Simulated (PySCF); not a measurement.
## A study: C₃H₇Se, doublet, SMILES `CC[CH][SeH]`

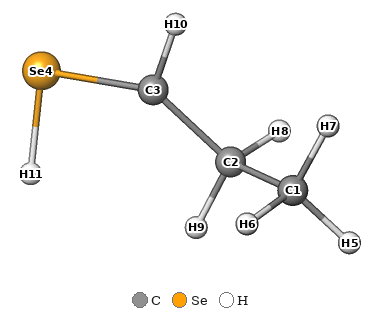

The molecule, with its atoms numbered as below. No frequency check shows the geometry to be a minimum.

Coordinates in Å:

```
C1       2.9491    0.0988    0.2101
C2       1.6131   -0.4479   -0.2880
C3       0.5138    0.5233   -0.0367
Se4     -1.2652    0.0016    0.0165
H5       3.7459   -0.6152    0.0158
H6       2.9051    0.2887    1.2797
H7       3.1891    1.0317   -0.2944
H8       1.7023   -0.6641   -1.3623
H9       1.3878   -1.3950    0.2131
H10      0.6424    1.5368   -0.3891
H11     -1.0121   -1.2812    0.6630
```

Part 1: Bonding charge

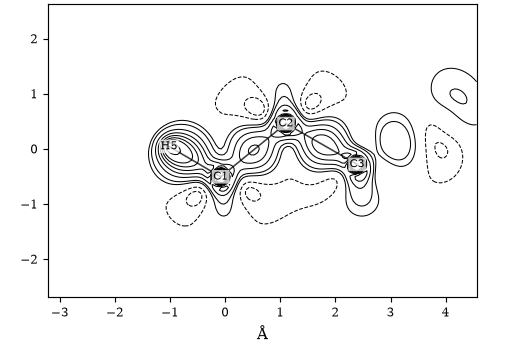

Deformation density (molecule less spherical, spin-averaged free atoms) in the plane of C1, C2, C3 and H5; contours at ±0.05 to ±0.8 e/Å³; solid lines: gain, dashed lines: loss.

Computed with PySCF, LDA (SVWN)/def2-TZVP, geometry: GFN2-xTB. The stability of the open-shell solution wasn't checked. GFN2-xTB doesn't know the spin state, so this open-shell geometry is rough.

> Describe the bonding that the map shows.

C1–H5: +0.68 e/Å³ at the bond critical point (bond length 1.09 Å, Mayer order 1.0). C2–C3: +0.48 e/Å³ at the bond critical point (bond length 1.49 Å, Mayer order 1.0). C1–C2: +0.42 e/Å³ at the bond critical point (bond length 1.53 Å, Mayer order 1.0). In all, 2.1 electrons gather in the regions of gain relative to the promolecule.

> Where do the Hirshfeld charges lie?

The highest Hirshfeld charge is on H5 (+0.04 e), the lowest on C1 (−0.13 e).

Part 2: Bond critical points

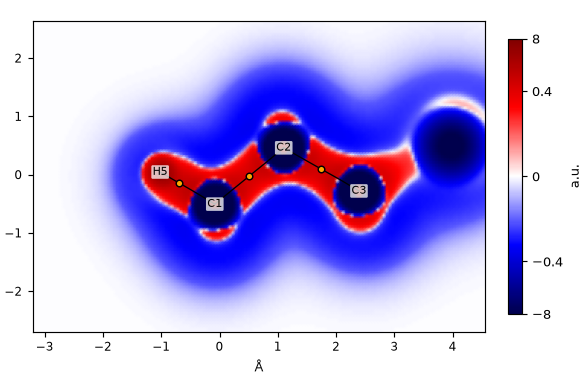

Negative Laplacian of the density (−∇²ρ) in the plane of C1, C2, C3 and H5 (red positive, blue negative, colour scale in a.u., logarithmic beyond ±0.04), with bond paths and bond critical points (dots).

> Sort the bonds in the plane by the sign of ∇²ρ at their critical points.

Concentrated (∇²ρ < 0): C1–H5 (−0.91 a.u.); C2–C3 (−0.62 a.u.); C1–C2 (−0.54 a.u.). At none is it depleted.

> Where along C1–H5 does the critical point lie?

0.71 Å from C1 and 0.38 Å from H5.

Part 3: Local ionisation energy

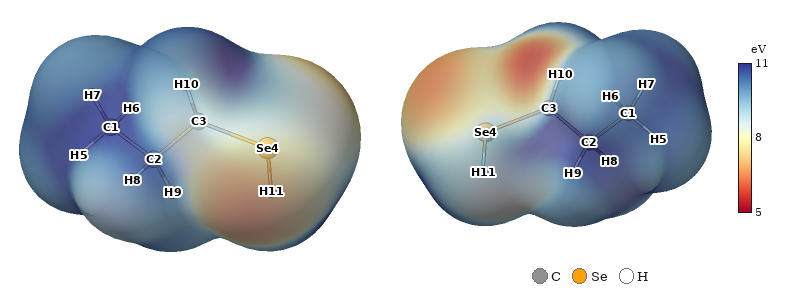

Average local ionisation energy on the surface of electron density 0.001 a.u. (back view left, front view right).

> Locate the minima of the map.

The lowest value is 5.9 eV, near C3 (2.12 Å), H10 (2.26 Å) and H6 (2.31 Å). Further minima include 6.3 eV, 2.4 Å from Se4; 8.9 eV, 1.4 Å from H8; 9.6 eV, 1.4 Å from H9. For comparison, the highest occupied orbital lies at −4.0 eV.

Part 4: Spin density

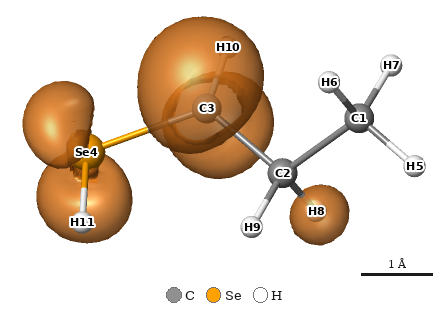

Spin density ρα − ρβ at ±0.03 e/Å³ (orange: excess α, blue: excess β).

> How is the spin shared among the atoms?

Hirshfeld spin populations: C3 +0.56, Se4 +0.25, C2 +0.05, H8 +0.04 and H10 +0.04. ⟨S²⟩ = 0.75, as for a pure state.

Part 5: Removing or adding an electron

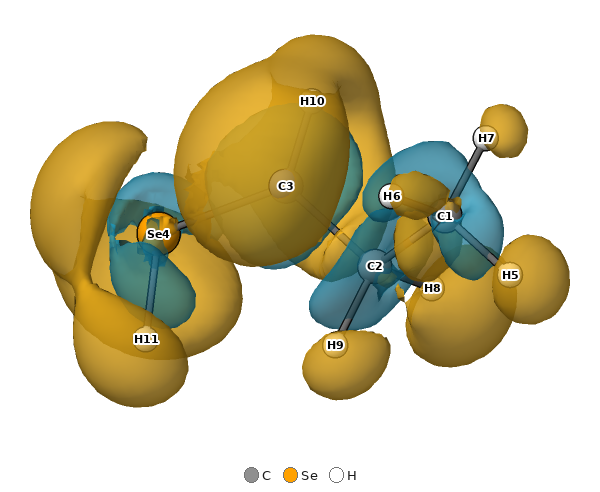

Fukui function f⁺ = ρ(N+1) − ρ(N) at fixed geometry, surfaces at ±0.015 e/Å³ (yellow positive, teal negative).

Computed with PySCF, B3LYP/def2-SVP, geometry: GFN2-xTB. GFN2-xTB doesn't know the spin state, so this open-shell geometry is rough.

> Which atoms respond most to the addition of an electron?

f⁺ (Hirshfeld-condensed) is largest on Se4 (0.28) and C3 (0.27); the vertical electron affinity is −0.73 eV (to the singlet anion, which needn't be its lowest state; negative, but this basis has no diffuse functions, so it doesn't show that the anion is unbound). Condensed values hint at sites of nucleophilic attack but needn't mark the atom that reacts. Shares this close don't rank the sites. Orbital relaxation makes it negative in places (0.22 e in all).

| atom | f⁺ | charge |
| --- | --- | --- |
| C1 | +0.03 | −0.10 |
| C2 | +0.04 | −0.06 |
| C3 | +0.27 | −0.09 |
| Se4 | +0.28 | +0.03 |
| H5 | +0.05 | +0.04 |
| H6 | +0.03 | +0.03 |
| H7 | +0.03 | +0.04 |
| H8 | +0.08 | +0.03 |
| H9 | +0.04 | +0.03 |
| H10 | +0.09 | +0.03 |
| H11 | +0.07 | +0.02 |

The PySCF runs shown took 47 s and 56 s on 1 thread of Arm Neoverse V1, with other jobs on the host.
